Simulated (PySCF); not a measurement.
# C6H10OSi (SMILES C=CCC(=C=O)[SiH2]C): what the fields show

Input

```
{"job": {"kind": "nmr", "xc": "PBE0", "basis": "pcSseg-1"}, "charge": 0, "multiplicity": 1}
C      2.085470     1.274234    -0.442895
C      1.742523     0.034921    -0.145452
C      1.105164    -0.376613     1.145513
C     -0.256556    -0.990423     0.900484
C     -0.502155    -2.254659     0.928501
O     -0.824582    -3.377483     0.952476
Si    -1.691260     0.140500     0.401745
C     -1.585182     0.558113    -1.447969
H      2.538794     1.531862    -1.385123
H      1.934941     2.085592     0.250714
H      1.897017    -0.765049    -0.858148
H      1.744319    -1.109178     1.646641
H      0.997617     0.492322     1.797617
H     -2.961098    -0.524881     0.703812
H     -1.539939     1.355715     1.213399
H     -1.711624    -0.331929    -2.058903
H     -2.357939     1.265421    -1.733624
H     -0.624271     0.997853    -1.700437
```

Command:

```sh
OMP_NUM_THREADS=1 python probes_run.py task.json out
```

Geometry: GFN2-xTB.

Computed with PySCF 2.14.0, PBE0/pcSseg-1, SCF density, gas phase, non-relativistic.

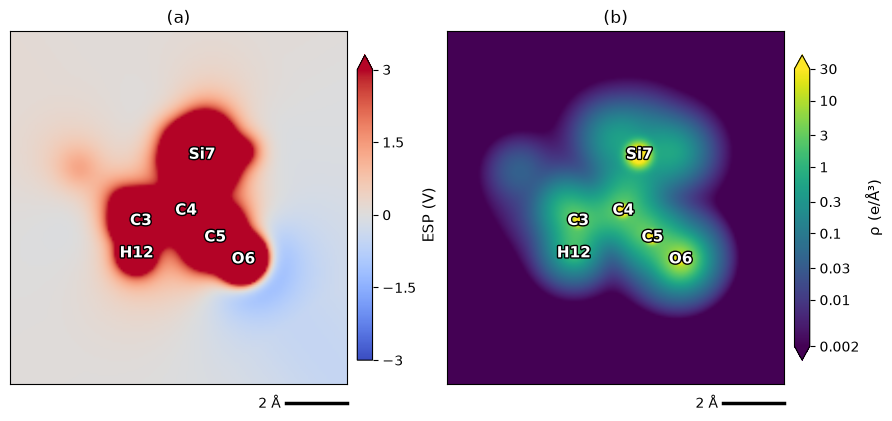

Figure 1. (a) molecular electrostatic potential; (b) total electron density on the plane of atoms C5, C4 and Si7.

Question: Read the bonding off the picture.

Answer:
- The plane passes through C, O, Si and H nuclei.
- C–O (1.17 Å): ρ at the midpoint is about 3.6 e/Å³.
- C–C (1.29 Å): ρ is about 2.4 e/Å³ halfway.
- C–Si (1.89 Å): ρ is about 0.86 e/Å³ halfway.
- C–H (1.09 Å): ρ is about 2 e/Å³ halfway.
- Outside the dense part of the molecule the potential is most negative (−1.1 V) near O6.

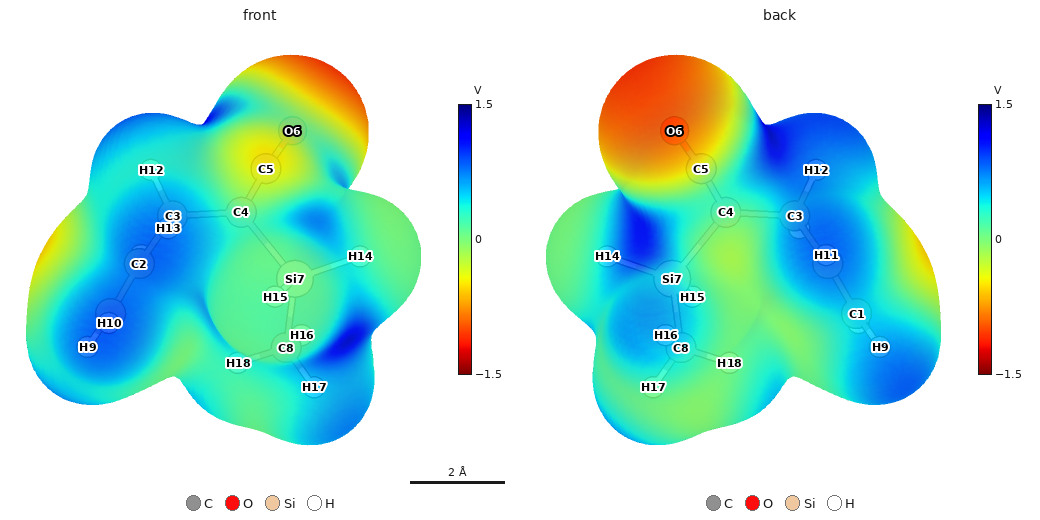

Figure 2. The molecular electrostatic potential painted on the density surface at 0.002 e/bohr³, seen from the front and from behind; the colour scale runs from red (negative) to blue (positive).

Question: Which sites attract a positive test charge, and which a negative one?

Answer: A positive charge is drawn to the negative regions and a negative charge to the positive ones. The most negative region (about −1.1 V, or −25 kcal/mol for a unit charge) lies over O6, the most positive (about +1.2 V, or +28 kcal/mol for a unit charge) over C5 and Si7. O6 is the likeliest acceptor of a hydrogen bond.

Question: What dipole moment does the calculation give?

Answer: Its dipole moment is 2.02 D.
